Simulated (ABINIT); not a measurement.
# A GW chain in ABINIT: Diamond (Fd-3m, 2 atoms a cell)

How does a plane-wave GW calculation on Diamond (Fd-3m, 2 atoms a cell) run from the first input to the gap?

Calculated with ABINIT 10.8.3; LDA and many-body steps on it, plane waves.

**Experimental background.**

- Gap 5.5 eV: band gap, experimental literature value; bulk crystal (quoted in “Fermi level pinning by defects can explain the large reported carbon 1s binding energy variations in diamond”, 2019, arxiv:1902.02958).

- Gap 5.47 eV: experimental band gap used as input; bulk crystal (quoted in “Enhanced Electron Emission Performance and Air‐Surface Stability in ScO‐Terminated Diamond for Thermionic Energy Converters”, 2024, pmc:11600692).

Most raw output is cut from this account.

## (1) The structure

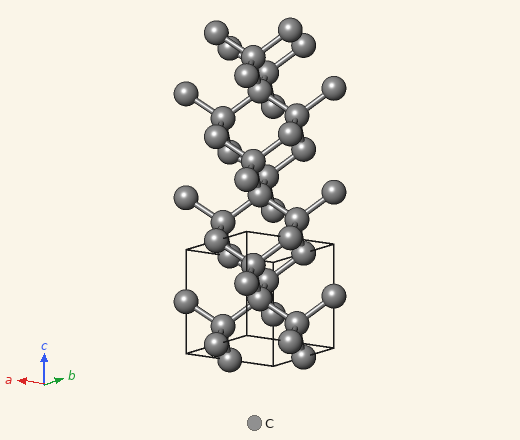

The starting structure, seen from a free direction (carbon grey). 1×1×3 cells are drawn. This picture shows the conventional cell, with its axes. Some periodic images of atoms are drawn too.

The cell and positions come from the Crystallography Open Database and are kept as given unless a step says otherwise.

## (2) Ground state

This step: ABINIT 10.8.3; DFT, LDA, plane waves, norm-conserving pseudopotentials.

The ground-state density comes first.

The input, run.abi:

```
acell 3*1.0 Angstrom
rprim 
  -0.000000000000 1.783370000000 1.783370000000
  1.783370000000 -0.000000000000 1.783370000000
  1.783370000000 1.783370000000 0.000000000000
ntypat 1
znucl 6
natom 2
typat 1 1
xred 
  0.000000000000 0.000000000000 -0.000000000000
  0.250000000000 0.250000000000 0.250000000000
pp_dirpath "pseudos"
pseudos "C.upf"
ecut 37
ngkpt 10 10 10
nshiftk 1
shiftk 0 0 0
kptopt 1
chksymbreak 0
nband 9
occopt 1
tolvrs 1e-10
nstep 60
prtwf 0
optforces 0
optstress 0
indata_prefix "in"
outdata_prefix "out"
tmpdata_prefix "tmp"
```

Run with:

```bash
$ OMP_NUM_THREADS=1 mpirun -n 8 abinit run.abi > log
```

It took 3.5 s on 8 MPI ranks of Arm Neoverse N1, shared host; peak memory 0.45 GiB; 27 s of CPU time.

Numbers from this step:

```
total energy               : -328.2734 eV
gap                        : 4.179 eV
k of the valence top       : 0, 0, 0
k of the conduction bottom : 0.4, 0.4, 0
least direct gap           : 5.561 eV
```

The gap is indirect, with the least direct gap 1.38 eV higher.

## (3) Bands along the symmetry lines

The cheap functional maps the bands first; the places of the edges decide which points the dearer methods must see.

The input, run.abi:

```
acell 3*1.0 Angstrom
rprim 
  -0.000000000000 1.783370000000 1.783370000000
  1.783370000000 -0.000000000000 1.783370000000
  1.783370000000 1.783370000000 0.000000000000
ntypat 1
znucl 6
natom 2
typat 1 1
xred 
  0.000000000000 0.000000000000 -0.000000000000
  0.250000000000 0.250000000000 0.250000000000
pp_dirpath "pseudos"
pseudos "C.upf"
ecut 37
iscf -2
irdden 1
kptopt 0
nkpt 50
kpt 
  0.00000000 0.00000000 0.00000000
  0.06250000 0.00000000 0.06250000
  0.12500000 0.00000000 0.12500000
  0.18750000 0.00000000 0.18750000
  0.25000000 0.00000000 0.25000000
  0.31250000 0.00000000 0.31250000
  0.37500000 0.00000000 0.37500000
  0.43750000 0.00000000 0.43750000
  0.50000000 0.00000000 0.50000000
  0.51562500 0.03125000 0.51562500
  0.53125000 0.06250000 0.53125000
  0.54687500 0.09375000 0.54687500
  0.56250000 0.12500000 0.56250000
  0.57812500 0.15625000 0.57812500
  0.59375000 0.18750000 0.59375000
  0.60937500 0.21875000 0.60937500
  0.62500000 0.25000000 0.62500000
  0.37500000 0.37500000 0.75000000
  0.32812500 0.32812500 0.65625000
  0.28125000 0.28125000 0.56250000
  0.23437500 0.23437500 0.46875000
  0.18750000 0.18750000 0.37500000
  0.14062500 0.14062500 0.28125000
  0.09375000 0.09375000 0.18750000
  0.04687500 0.04687500 0.09375000
  0.00000000 0.00000000 0.00000000
  0.06250000 0.06250000 0.06250000
  0.12500000 0.12500000 0.12500000
  0.18750000 0.18750000 0.18750000
  0.25000000 0.25000000 0.25000000
  0.31250000 0.31250000 0.31250000
  0.37500000 0.37500000 0.37500000
  0.43750000 0.43750000 0.43750000
  0.50000000 0.50000000 0.50000000
  0.50000000 0.46875000 0.53125000
  0.50000000 0.43750000 0.56250000
  0.50000000 0.40625000 0.59375000
  0.50000000 0.37500000 0.62500000
  0.50000000 0.34375000 0.65625000
  0.50000000 0.31250000 0.68750000
  0.50000000 0.28125000 0.71875000
  0.50000000 0.25000000 0.75000000
  0.50000000 0.21875000 0.71875000
  0.50000000 0.18750000 0.68750000
  0.50000000 0.15625000 0.65625000
  0.50000000 0.12500000 0.62500000
  0.50000000 0.09375000 0.59375000
  0.50000000 0.06250000 0.56250000
  0.50000000 0.03125000 0.53125000
  0.50000000 0.00000000 0.50000000
istwfk *1
nband 14
nbdbuf 5
tolwfr 1e-07
nstep 50
prtwf 0
prtvol 0
indata_prefix "in"
outdata_prefix "out"
tmpdata_prefix "tmp"
```

The job ended after 3 s (8 MPI ranks; peak memory 0.08 GiB; 23 s of CPU time).

This step gave:

- gap: 4.142 eV
- k of the valence top: 0, 0, 0
- k of the conduction bottom: 0.375, 0, 0.375
- least direct gap: 5.561 eV

The gap is 4.142 eV, −0.036 eV from the run before at this level.

The electronic bands at the labelled points (eV, zero at the top of the highest filled band; v1 is the highest filled band, c1 the lowest empty one):

```tsv
point	v4	v3	v2	v1	c1	c2	c3	c4
Γ	-21.35	0.00	0.00	0.00	5.56	5.56	5.56	13.52
X	-12.64	-12.64	-6.32	-6.32	4.76	4.76	16.62	16.62
U	-12.79	-11.61	-9.38	-5.38	5.67	10.70	14.24	15.52
jump to K	-12.79	-11.61	-9.38	-5.38	5.67	10.70	14.24	15.52
Γ	-21.35	0.00	0.00	0.00	5.56	5.56	5.56	13.52
L	-15.51	-13.39	-2.81	-2.81	8.43	8.43	9.04	15.40
W	-11.80	-11.80	-8.38	-8.38	10.50	10.50	12.35	12.35
X	-12.64	-12.64	-6.32	-6.32	4.76	4.76	16.62	16.62
```

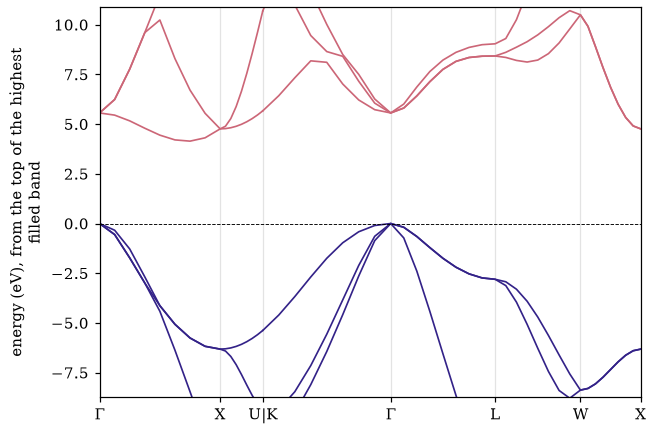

Electronic bands along the path; lines of filled and empty bands in two colours.

## (4) Empty states on the mesh, 8×8×8 mesh, 74 bands

The sums over transitions need many empty states on a uniform mesh; this step solves for them.

The input, run.abi:

```
acell 3*1.0 Angstrom
rprim 
  -0.000000000000 1.783370000000 1.783370000000
  1.783370000000 -0.000000000000 1.783370000000
  1.783370000000 1.783370000000 0.000000000000
ntypat 1
znucl 6
natom 2
typat 1 1
xred 
  0.000000000000 0.000000000000 -0.000000000000
  0.250000000000 0.250000000000 0.250000000000
pp_dirpath "pseudos"
pseudos "C.upf"
ecut 37
ngkpt 8 8 8
nshiftk 1
shiftk 0 0 0
kptopt 1
chksymbreak 0
irdden 1
istwfk *1
nband 74
prtvol 0
optdriver 6
gwr_task "HDIAGO"
paral_kgb 0
occopt 1
indata_prefix "in"
outdata_prefix "out"
tmpdata_prefix "tmp"
```

The job ended after 8.1 s (8 MPI ranks; peak memory 0.67 GiB).

This step gave:

```
gap                                                           : 4.142 eV
k of the valence top                                          : 0, 0, 0
k of the conduction bottom                                    : 0.375, 0.375, 0
least direct gap                                              : 5.561 eV
k points computed                                             : 29
lowest point of the top converged band, above the valence top : 156.9948 eV
```

On this mesh the gap is 4.142 eV.

## (5) Screening, 8×8×8 mesh, 66 bands, screening to 244.9 eV

The RPA dielectric matrix is built and inverted for each q.

This step: RPA screening on LDA, plane waves, norm-conserving pseudopotentials.

run.abi, as its differences from that of step 4:

```diff
@@ -20,10 +20,11 @@
 chksymbreak 0
-irdden 1
 istwfk *1
-nband 74
-prtvol 0
-optdriver 6
-gwr_task "HDIAGO"
-paral_kgb 0
 occopt 1
+irdwfk 1
+optdriver 3
+nband 66
+ecuteps 9
+inclvkb 2
+awtr 1
+symchi 1
 indata_prefix "in"
```

Wall time 77 s (8 MPI ranks); peak memory 1.1 GiB; 10 min of CPU time.

This step gave:

```
ε∞ with local fields, on this mesh, along the program's q direction : 5.550
the same without local fields                                       : 5.988
plasma frequency                                                    : 31.18 eV
plane waves in the screening matrix                                 : 113
```

Local fields lower ε∞ by 7 %.

## (6) Self-energy, 8×8×8 mesh, 66 bands, screening to 244.9 eV

The self-energy is evaluated for the states that the input lists, and the levels follow from it, in one-shot runs by the linearised quasiparticle equation.

This step: G0W0 on LDA, plane waves, norm-conserving pseudopotentials.

The input, run.abi:

```
acell 3*1.0 Angstrom
rprim 
  -0.000000000000 1.783370000000 1.783370000000
  1.783370000000 -0.000000000000 1.783370000000
  1.783370000000 1.783370000000 0.000000000000
ntypat 1
znucl 6
natom 2
typat 1 1
xred 
  0.000000000000 0.000000000000 -0.000000000000
  0.250000000000 0.250000000000 0.250000000000
pp_dirpath "pseudos"
pseudos "C.upf"
ecut 37
ngkpt 8 8 8
nshiftk 1
shiftk 0 0 0
kptopt 1
chksymbreak 0
istwfk *1
occopt 1
irdwfk 1
optdriver 4
nband 66
gwcalctyp 0
ecutsigx 37
symsigma 1
nkptgw 29
kptgw 
  0.0000000000 0.0000000000 0.0000000000
  0.1250000000 0.0000000000 0.0000000000
  0.2500000000 0.0000000000 0.0000000000
  0.3750000000 0.0000000000 0.0000000000
  0.5000000000 0.0000000000 0.0000000000
  0.1250000000 0.1250000000 0.0000000000
  0.2500000000 0.1250000000 0.0000000000
  0.3750000000 0.1250000000 0.0000000000
  0.5000000000 0.1250000000 0.0000000000
  -0.3750000000 0.1250000000 0.0000000000
  -0.2500000000 0.1250000000 0.0000000000
  -0.1250000000 0.1250000000 0.0000000000
  0.2500000000 0.2500000000 0.0000000000
  0.3750000000 0.2500000000 0.0000000000
  0.5000000000 0.2500000000 0.0000000000
  -0.3750000000 0.2500000000 0.0000000000
  -0.2500000000 0.2500000000 0.0000000000
  0.3750000000 0.3750000000 0.0000000000
  0.5000000000 0.3750000000 0.0000000000
  -0.3750000000 0.3750000000 0.0000000000
  0.5000000000 0.5000000000 0.0000000000
  0.3750000000 0.2500000000 0.1250000000
  0.5000000000 0.2500000000 0.1250000000
  -0.3750000000 0.2500000000 0.1250000000
  0.5000000000 0.3750000000 0.1250000000
  -0.3750000000 0.3750000000 0.1250000000
  -0.2500000000 0.3750000000 0.1250000000
  -0.3750000000 0.5000000000 0.1250000000
  -0.2500000000 0.5000000000 0.2500000000
bdgw 
  1 8
  1 8
  1 8
  1 8
  1 8
  1 8
  1 8
  1 8
  1 8
  1 8
  1 8
  1 8
  1 8
  1 8
  1 8
  1 8
  1 8
  1 8
  1 8
  1 8
  1 8
  1 8
  1 8
  1 8
  1 8
  1 8
  1 8
  1 8
  1 8
ecuteps 9
irdscr 1
ppmodel 1
indata_prefix "in"
outdata_prefix "out"
tmpdata_prefix "tmp"
```

Run time: 9.4 min. Hardware: 8 MPI ranks; peak memory 2.2 GiB.

Numbers from this step:

- G0W0 gap on the mesh: 5.616 eV
- starting gap on the mesh: 4.142 eV
- k of the valence top: 0, 0, 0
- k of the conduction bottom: 0.375, 0.375, 0
- Z at the valence top: 0.83
- Z at the conduction bottom: 0.841
- least direct G0W0 gap on the computed points: 7.392 eV

The gap on the mesh goes from 4.14 eV to 5.62 eV, a correction of +1.47 eV. The start differs from the 4.18 eV found before because the two sample other k points.

Limits: finite bands, cutoff and mesh. v1 is the top filled band, c1 the lowest empty one. Levels before and after the correction, in eV, zero at the valence-band top of each column:

```tsv
	conduction bottom	valence top
Kohn-Sham	4.14	0.00
G0W0	5.62	0.00
```

```tsv
	level	energy (eV)
Kohn-Sham	Γ v3-v1	0.000
Kohn-Sham	Γ c1-c3	5.561
Kohn-Sham	(0.375 0.375 0) v3	-8.457
Kohn-Sham	(0.375 0.375 0) v2-v1	-5.756
Kohn-Sham	(0.375 0.375 0) c1	4.142
Kohn-Sham	(0.375 0.375 0) c2	6.711
Kohn-Sham	(0.375 0.375 0) c3	14.976
G0W0	Γ v3-v1	0.000
G0W0	Γ c1-c3	7.392
G0W0	(0.375 0.375 0) v3	-9.173
G0W0	(0.375 0.375 0) v2-v1	-6.073
G0W0	(0.375 0.375 0) c1	5.616
G0W0	(0.375 0.375 0) c2	8.246
G0W0	(0.375 0.375 0) c3	17.148
```

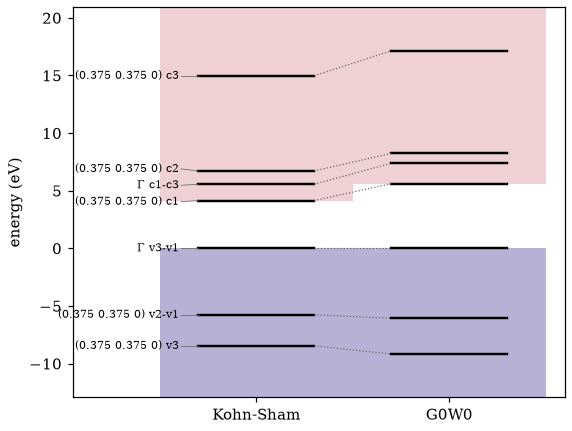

Levels before and after the correction. Shaded: valence and conduction bands.

## (7) Where the time went

Times are wall times on 8 MPI ranks of Arm Neoverse N1, shared host, good to a factor of about two.

```tsv
step	time	share	memory (GiB)
ground state	3.5 s	1 %	0.45
bands along the symmetry lines	3 s	0 %	0.08
empty states on the mesh	8.1 s	1 %	0.67
screening	77 s	12 %	1.1
self-energy	9.4 min	86 %	2.2
```

## (8) Summary of results

| Item | Value |
| --- | --- |
| LDA gap | 4.14 eV, indirect |
| G0W0 gap on the mesh | 5.62 eV |
| GW settings | 8×8×8 mesh, 66 bands, screening to 244.9 eV, Godby-Needs plasmon pole |
| known limits | not at the basis limit |

G0W0 moves the gap on the mesh from 4.14 eV to 5.62 eV (+1.47 eV), with Z of 0.83 and 0.84 at the edges. Local fields lower the RPA ε∞ on this mesh from 5.99 to 5.55. The dearest step here is «self-energy». Against experiment, by G0W0@LDA: the gap of 5.62 eV lies +0.12 eV from the measured 5.5 eV (kind not stated, quoted 2019); the gap of 5.62 eV lies +0.15 eV from the measured 5.47 eV (kind not stated, quoted 2024). The calculation has static nuclei and no excitons; a measured gap holds zero-point and thermal motion, which mostly lowers it. Bands and cutoff are finite, so the gap is not at the basis limit. The miss can reach some tenths of an eV and take either sign; the mesh is an error of its own.

[Paths, hosts, dates, memory and timing lines, banners, echoed tables and standing remarks are left out of the program output.]

[Logs are printed without paths, hosts, clocks, repeated set-up lines and the standing remarks that a program may print on its own settings, such as how far it seeks lower states.]

[Runs of the session that timed out or met a known fault of the program may be left out.]

[Hosts, paths, dates, database ids (printed as entryN), source tags and the programs' standing remarks are cut or masked in the printed files.]

[G0W0 gaps are taken among the corrected bands and points alone; a level outside them can change the order at an edge.]

[Where Ansatz stands beside ABINIT at settings called matched, ABINIT's density can come from a denser mesh and the files from another edition; pairs whose starting gaps differed by over 0.03 eV were left out, so agreement reads better than it is.]
